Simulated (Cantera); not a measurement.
Feed: 1 mol SiC, 0.6 mol CO₂, 210 mol H₂, at 0.0130 bar.

These are equilibrium values from Cantera (NASA tables, ideal gas, pure condensed phases), not measurements of a reactor. Candidate condensed phases: C, C₆H₆, C₇H₈, C₈H₁₈, H₂O, Si, SiC, SiO₂; 123 gas species. Mutual solubility and eutectic melting of coexisting phases are not modelled. The tables hold silica as quartz up to 1696 K and as liquid above; real silica turns to tridymite and cristobalite and melts near 1996 K. Gases not in the tables: Si₂H₆ and higher silanes. The numbers say what is thermodynamically allowed, not how fast it happens.

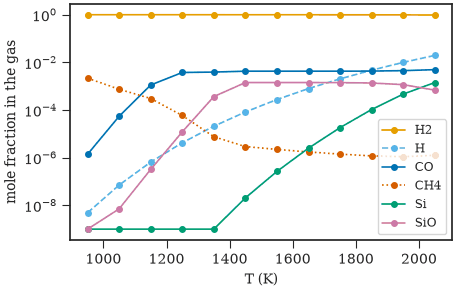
Equilibrium gas composition (values under 1e-9 drawn at 1e-9)

From 950 K to 1150 K the condensed part is C(graphite) + SiC(s) + SiO₂(β-quartz). From 1250 K to 1350 K the condensed part is SiC(s) + SiO₂(β-quartz). From 1450 K to 2050 K the condensed part is SiC(s).
